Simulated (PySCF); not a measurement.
**One shape, several levels: quartet Si2H5**

Wanted: a comparison of 6 runs (U-r2SCAN/STO-3G, U-wB97X-V/STO-3G, UB3LYP/STO-3G, UPBE/STO-3G, UMP2/STO-3G, FCI/STO-3G) of quartet Si2H5. Input form: a Python script.

The calculation is run with PySCF 2.14.0.

2 further runs of the same task are left out: 2 set aside as unsound or not needed.

### 1 The system as given

Si2H5: 7 atoms, total charge 0, spin state quartet. SMILES of the parent species: `[SiH2][SiH3]`. The coordinates come from a PBE0-D4/def2-TZVP relaxation. That shape belongs to the parent species and isn't relaxed for this state.

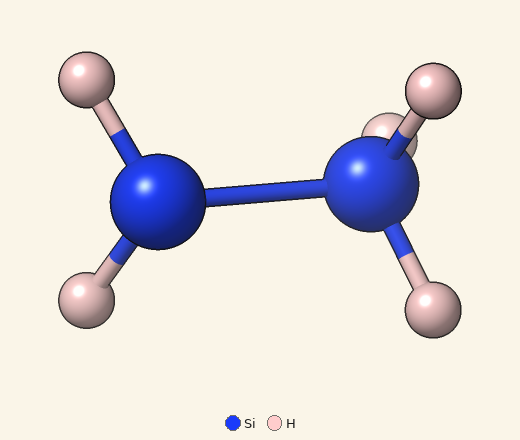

Viewed from a chosen angle; silicon blue, hydrogen pink.

### 2 A single-point energy at U-r2SCAN/STO-3G (run 1)

start.xyz

```xyz
7

Si    -0.209600    -1.361200    -0.191100
Si     0.357900     0.889200    -0.062000
H     -0.002600    -2.123900     1.070300
H     -1.573600    -1.624600    -0.725600
H      0.210000     1.502800    -1.408000
H     -0.495800     1.643100     0.898600
H      1.774900     1.006800     0.372200
```

job.py

```python
from pyscf import gto, dft

mol = gto.M(
    atom='start.xyz',
    spin=3,
    max_memory=1860,
    verbose=3,
    basis='sto-3g',
)

ks = dft.UKS(mol)
ks.xc = 'r2scan'
ks.conv_tol = 1e-10
ks.grids.level = 5
ks.kernel()
if not ks.converged:
    ks = ks.newton().run(ks.mo_coeff, ks.mo_occ)

e_tot = ks.e_tot
print('E(%s) = %.9f' % ('R2SCAN', e_tot))
```

Command:

```console
OMP_NUM_THREADS=1 python job.py
```

The log of the run:

```text
WARN: HOMO 0.11693781480698 >= LUMO -0.293874943718445

WARN: HOMO 0.155941603046809 >= LUMO -0.151051435236551

WARN: HOMO 0.167816013021231 >= LUMO -0.135295239227471

WARN: HOMO 0.161843301822559 >= LUMO -0.13369728445384

WARN: HOMO 0.161641709985426 >= LUMO -0.132192063512206

WARN: HOMO 0.161759438524152 >= LUMO -0.131917644310704

WARN: HOMO 0.161732108995647 >= LUMO -0.132016761179264

WARN: HOMO 0.161744091639534 >= LUMO -0.132015390923048

WARN: HOMO 0.161747217109313 >= LUMO -0.13201481986603

WARN: HOMO 0.161746975854728 >= LUMO -0.132015136405968

WARN: HOMO 0.161746792689594 >= LUMO -0.132015036128173

converged SCF energy = -574.80420006939  <S^2> = 3.7512382  2S+1 = 4.000619
E(R2SCAN) = -574.804200069
```

Wall time 9 s (1 thread of Arm Neoverse V2, shared host); peak memory 0.25 GiB.

### 3 The energy at U-wB97X-V/STO-3G (run 2)

input.py

```python
from pyscf import gto, dft

mol = gto.Mole()
mol.atom = '''
Si    -0.396087    -2.572295    -0.361127
Si     0.676333     1.680344    -0.117163
H     -0.004913    -4.013589     2.022574
H     -2.973673    -3.070049    -1.371185
H      0.396842     2.839880    -2.660734
H     -0.936926     3.105009     1.698108
H      3.354075     1.902576     0.703356
'''
mol.charge = 0
mol.basis = 'sto-3g'
mol.unit = 'bohr'
mol.verbose = 4
mol.max_memory = 1860
mol.spin = 3
mol.build()

myscf = dft.UKS(mol, xc='wb97x-v')
myscf.grids.level = 5
myscf.conv_tol = 1e-10
myscf.nlcgrids.level = 1
myscf.kernel()
if not myscf.converged:
    myscf = myscf.newton().run(myscf.mo_coeff, myscf.mo_occ)

energy = myscf.e_tot
print(f'total energy: {energy:.8f} hartree')
```

Command:

```console
OMP_NUM_THREADS=1 python input.py
```

The log of the run:

```text
PySCF version 2.14.0

[... 73 lines left out ...]
[... the frontier-level lines of each cycle are left out ...]
[... 17 lines left out ...]
[... 17 lines left out ...]
[... 17 lines left out ...]
[... 1 line left out ...]
cycle= 11 E= -574.753446183129  delta_E= -1.23e-10  |g|= 1.55e-06  |ddm|= 5.77e-05


cycle= 12 E= -574.753446183138  delta_E= -9.21e-12  |g|= 5.24e-07  |ddm|= 8.89e-06


Extra cycle  E= -574.753446183139  delta_E= -6.82e-13  |g|= 3.23e-07  |ddm|= 1.63e-06
converged SCF energy = -574.753446183139  <S^2> = 3.7501161  2S+1 = 4.0000581
total energy: -574.75344618 hartree
```

Run time: 32 s. Hardware: 1 thread of Arm Neoverse V2, shared host; peak memory 0.23 GiB.

Runs 3 to 5 aren't shown in full; the table further down has their settings and results.

### 4 The energy at FCI/STO-3G (run 6)

geometry.xyz

```xyz
7
H5Si2
Si    -0.209600    -1.361200    -0.191100
Si     0.357900     0.889200    -0.062000
H     -0.002600    -2.123900     1.070300
H     -1.573600    -1.624600    -0.725600
H      0.210000     1.502800    -1.408000
H     -0.495800     1.643100     0.898600
H      1.774900     1.006800     0.372200
```

run.py

```python
from pyscf import gto, scf, mcscf

mol = gto.M(
    atom='geometry.xyz',
    spin=3,
    max_memory=1860,
    basis='sto-3g',
    verbose=3,
)

calc0 = scf.ROHF(mol)
calc0.conv_tol = 1e-10
calc0.kernel()
if not calc0.converged:
    calc0 = calc0.newton().run(calc0.mo_coeff, calc0.mo_occ)

cas = mcscf.CASCI(calc0, calc0.mo_coeff.shape[-1] - 10, (mol.nelec[0] - 10, mol.nelec[1] - 10))  # full CI above the frozen core
cas.fix_spin_(ss=3.75)
cas.kernel()
e_final = cas.e_tot
print(f'total energy: {e_final:.8f} hartree')
```

Command:

```console
OMP_NUM_THREADS=1 python run.py
```

The log of the run:

```text
converged SCF energy = -573.71653927392
CASCI E = -573.816847398894  E(CI) = -25.5796322821679  S^2 = 3.7500000
total energy: -573.81684740 hartree
```

It took 55 s on 1 thread of Arm Neoverse V2, shared host; peak memory 0.48 GiB.

### 5 The series

```
run             level  nlc grid  integration grid  energy (Eh)  dipole moment (D) of the reference   ⟨S²⟩  wall time
  1   U-r2SCAN/STO-3G         –                 5  -574.804200                                0.66  3.751        9 s
  2  U-wB97X-V/STO-3G         1                 5  -574.753446                                0.61  3.750       32 s
  3     UB3LYP/STO-3G         –                 5  -574.864836                                0.62  3.750        6 s
  4       UPBE/STO-3G         –                 5  -574.518089                                0.57  3.751        6 s
  5       UMP2/STO-3G         –                 –  -573.779098                                0.82  3.752     0.71 s
  6        FCI/STO-3G         –                 –  -573.816847                                0.82      –       55 s
```

### 6 Results

| quantity | value |
| --- | --- |
| run 6: total energy | -573.81685 Eh |
| run 6: dipole moment (Hartree–Fock density) | 0.82 D |
| run 6: correlation energy (10 core orbitals frozen) | -100.3 mEh |

**Reading.** Against full CI in this basis: UMP2 +37.7 mEh. Over runs 1, 2, 3, 4 the dipole moment (its size) runs from 0.57 D (UPBE/STO-3G) to 0.66 D (U-r2SCAN/STO-3G). Totals of different functionals can't be ranked against each other. In runs 1, 2, 3, 4, 5, 6 the basis is minimal, so the values are rough. All runs together took 1.8 min, the longest 55 s.
